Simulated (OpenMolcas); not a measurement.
# Run report: MoH6Cl3O3, single-point calculation (part 4 of 4)

Continued. System: MoH6Cl3O3 (mer-MoCl3(H2O)3), multiplicity 2. Method: NEVPT2/ANO-R1, sfX2C (OpenMolcas 26.06). The geometry is that of the parent species in another charge or spin state. The geometry comes from this level: GFN2-xTB.

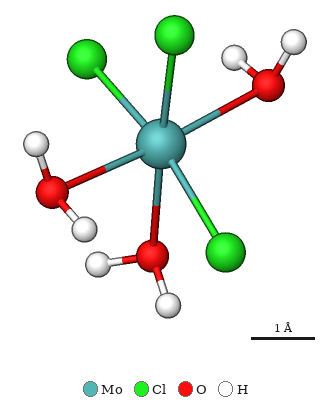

**Figure 1.** The input geometry (ball-and-stick view, seen at an oblique angle). Sticks mark near contacts.

Log, continued
```
++    Natural Bond Order analysis
      ---------------------------
      Based on LoProp computed density
      -------------------------------------------------------------------------------------
      Atom A       Atom B       Bond Order
      -------------------------------------------------------------------------------------
      NBO located      0.992 non-bonded electrons on atom MO1
      NBO located      1.003 non-bonded electrons on atom MO1
      NBO located      0.997 non-bonded electrons on atom MO1
      NBO located      0.997 non-bonded electrons on atom MO1
      NBO located      1.000 non-bonded electrons on atom MO1
      NBO located      1.000 non-bonded electrons on atom MO1
      NBO located      1.000 non-bonded electrons on atom MO1
      NBO located      1.000 non-bonded electrons on atom MO1
      NBO located      1.000 non-bonded electrons on atom MO1
      NBO located      1.000 non-bonded electrons on atom MO1
      NBO located      1.000 non-bonded electrons on atom MO1
      NBO located      1.000 non-bonded electrons on atom MO1
      NBO located      1.000 non-bonded electrons on atom MO1
      NBO located      1.000 non-bonded electrons on atom MO1
      NBO located      1.000 non-bonded electrons on atom MO1
      NBO located      1.000 non-bonded electrons on atom MO1
      NBO located      1.000 non-bonded electrons on atom MO1
      NBO located      1.000 non-bonded electrons on atom MO1
      NBO located      1.019 non-bonded electrons on atom CL2
      NBO located      0.996 non-bonded electrons on atom CL2
      NBO located      0.999 non-bonded electrons on atom CL2
      NBO located      1.000 non-bonded electrons on atom CL2
      NBO located      1.000 non-bonded electrons on atom CL2
      NBO located      1.000 non-bonded electrons on atom CL2
      NBO located      1.000 non-bonded electrons on atom CL2
      NBO located      1.001 non-bonded electrons on atom CL3
      NBO located      0.999 non-bonded electrons on atom CL3
      NBO located      1.000 non-bonded electrons on atom CL3
      NBO located      1.000 non-bonded electrons on atom CL3
      NBO located      1.000 non-bonded electrons on atom CL3
      NBO located      1.000 non-bonded electrons on atom CL3
      NBO located      0.970 non-bonded electrons on atom CL4
      NBO located      0.999 non-bonded electrons on atom CL4
      NBO located      1.000 non-bonded electrons on atom CL4
      NBO located      1.000 non-bonded electrons on atom CL4
      NBO located      1.000 non-bonded electrons on atom CL4
      NBO located      1.000 non-bonded electrons on atom CL4
      NBO located      1.000 non-bonded electrons on atom CL4
      NBO located      0.999 non-bonded electrons on atom O5
      NBO located      1.000 non-bonded electrons on atom O8
      NBO located      1.009 non-bonded electrons on atom O8
      NBO located      1.000 non-bonded electrons on atom O11
      NBO located      1.008 non-bonded electrons on atom O11
      The remaining   21.562 electrons are to be considered as diffuse
--

--

      Average orbitals are written to the RASORB file
      Natural orbitals for root   1 are written to the RASORB.1 file
      Spin density orbitals for root   1 are written to the SPDORB.1 file

--- Stop Module: rasscf /rc=_RC_ALL_IS_WELL_ ---
--- Module rasscf spent 1 minute 53 seconds ---

--- Start Module: caspt2 ---

                                              &CASPT2

                       available to each process: 1.9 GB of memory, 1 thread

++    Wave function specifications:
      -----------------------------

      Number of closed shell electrons          50
      Number of electrons in active shells       7
      Max number of holes in RAS1 space          0
      Max number of electrons in RAS3 space      0
      Number of inactive orbitals               25
      Number of active orbitals                  8
      Number of secondary orbitals             100
      Spin quantum number                      0.5
      State symmetry                             1
      Number of CSFs                          2352
      Number of CASSCF root(s) available         1
      NEVPT2 state passed to geometry opt.       1
      A file JOBMIX will be created
      This is a CASSCF or RASSCF reference function
--

++    Orbital specifications:
      -----------------------

      Symmetry species                           1
                                                 a
      Frozen orbitals                           33
      Inactive orbitals                         25
      Active orbitals                            8
      Secondary orbitals                       100
      Deleted orbitals                           0
      Number of basis functions                166
--

++    NEVPT2 specifications:
      ----------------------

      Type of calculation                        SS-NEVPT2
      Internal contraction for energies          partially and strongly contracted
                                                 (PC-NEVPT2 and SC-NEVPT2)
      Denominator threshold for SC-NEVPT2        1.00E-09
      Fock operator                              state-specific
      0th-order Hamiltonian                      DYALL
      IPEA shift                                 0.00
      Real shift                                 0.00
      Imaginary shift                            0.00
      The input orbitals will be transformed to quasi-canonical
--

--------------------------------------------------------------------------------
 Estimated memory requirements:
  POLY3 :                   517190
  RHS:                     3603256
  SIGMA :                  4290000
  PRPCTL:                        0
 Available workspace:    232456750

++ NEVPT2 computation for group   1

********************************************************************************
 Multi-State initialization phase begins for group   1
--------------------------------------------------------------------------------
********************************************************************************
 Compute H0 matrices for state    1
--------------------------------------------------------------------------------
--------------------------------------------------------------------------------
 H0 matrices have been computed.

********************************************************************************
  NEVPT2 EQUATION SOLUTION
--------------------------------------------------------------------------------

  Total nr of NEVPT2 parameters:
   Before reduction:     6350750
   After  reduction:     6350750

 Variance of |WF0>:       4.8860718298
-----------------------------------------------------------------------------------------------------------------------------

  FINAL PC-NEVPT2 RESULT:

      Reference energy:       -5657.5550653654
      E2 (Non-variational):      -1.3049971209
      E2 (Variational):          -1.3049971209
      Total energy:           -5658.8600624863
      Residual norm:              0.0000000000
      Reference weight:           0.65652

      Contributions to the PC-NEVPT2 correlation energy
      Active & Virtual Only:         -0.0424357313
      One Inactive Excited:          -0.1974164377
      Two Inactive Excited:          -1.0651449519

  FINAL SC-NEVPT2 RESULT:

      Reference energy:       -5657.5550653654
      E2 (Non-variational):      -1.3029098011
      E2 (Variational):          -1.3029098011
      Total energy:           -5658.8579751665
      Residual norm:              0.0000000000
      Reference weight:           0.70880

      Contributions to the SC-NEVPT2 correlation energy
      Active & Virtual only:         -0.0419613057
      One Inactive Excited:          -0.1960927473
      Two Inactive Excited:          -1.0648557481

   (Skip denominator check etc. with SC-NEVPT2 wavefunction)

   (Skipping property calculation,
    use PROP keyword to activate)
--

  Total SC-NEVPT2 energies:
::    SC-NEVPT2 Root  1     Total energy:  -5658.85797517

  A NEW JOBIPH FILE NAMED 'JOBMIX' IS PREPARED.
********************************************************************************
--- Stop Module: caspt2 /rc=_RC_ALL_IS_WELL_ ---
--- Module caspt2 spent 8 seconds ---

.##################.
.# Happy landing! #.
.##################.

    Timing: Wall=144.28 User=141.20 System=3.04
```

This output came from the following input.

The input
```
>>> EXPORT MOLCAS_PRINT=2

&gateway
 coord
 13
 angstrom
 Mo       0.283790       0.061550       0.013650
 Cl       0.087790       0.696000       2.328430
 Cl       0.016480      -0.686710      -2.282870
 Cl       2.638280      -0.032380       0.060440
 O       -2.074220       0.160550      -0.137290
 H       -2.548130      -0.274240       0.581830
 H       -2.299410      -0.267990      -0.975730
 O        0.378000       2.386220      -0.076040
 H        1.304110       2.626150      -0.240630
 H        0.189440       2.575830       0.864380
 O        0.376330      -2.281040       0.158040
 H        1.263660      -2.471520       0.503480
 H        0.383880      -2.492420      -0.797700
 basis=ANO-R1
 group=NoSym
 ricd

&seward

&rasscf
 fileorb=$CurrDir/step2.RasOrb
 spin=2
 nactel=7 0 0
 inactive=58
 ras2=8
 orblisting=Few
 orbappear=Compact

&caspt2
 sc-nevpt2
```

Launched with:
```bash
export MOLCAS_MEM=1860
pymolcas step8.input > step8.log
```

Summary

```tsv
quantity	value
outcome	converged
total energy	−5658.857975 hartree
basis functions	166
hardware	1 thread of Arm Neoverse V1, 24 GiB of memory available, shared host
wall time	2.4 min
peak memory	0.3 GiB
```
